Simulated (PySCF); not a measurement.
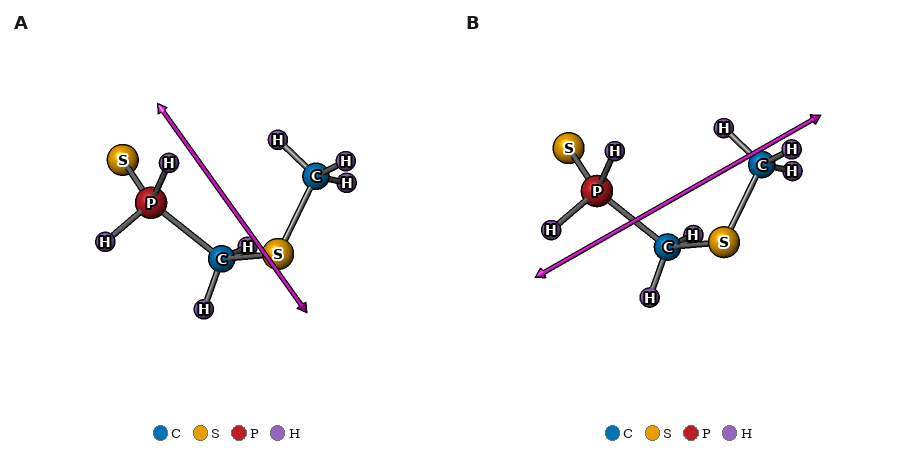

The double arrows show the directions of two transition dipoles from the ground state (lengths mean nothing). The geometry was computed by an optimisation with GFN2-xTB. No frequency run is at hand to confirm it as a minimum. Level of theory: TDDFT CAM-B3LYP/def2-SVPD, vertical, gas phase, core orbitals frozen in the response (PySCF 2.14.0).

**One belongs to singlet state 3 and one to singlet state 6. Which is which?**

A: state 6, 6.00 eV (207 nm), oscillator strength 0.034, of mixed character, with the largest part HOMO−1 → LUMO+3 (weight 0.17).
B: state 3, 5.77 eV (215 nm), oscillator strength 0.026, of mixed character, with the largest part HOMO−1 → LUMO (weight 0.20).

The geometry is semi-empirical. Around P such bond lengths and angles can be off by a tenth of an ångström or more and by several degrees, and values that hang on the shape move with them.
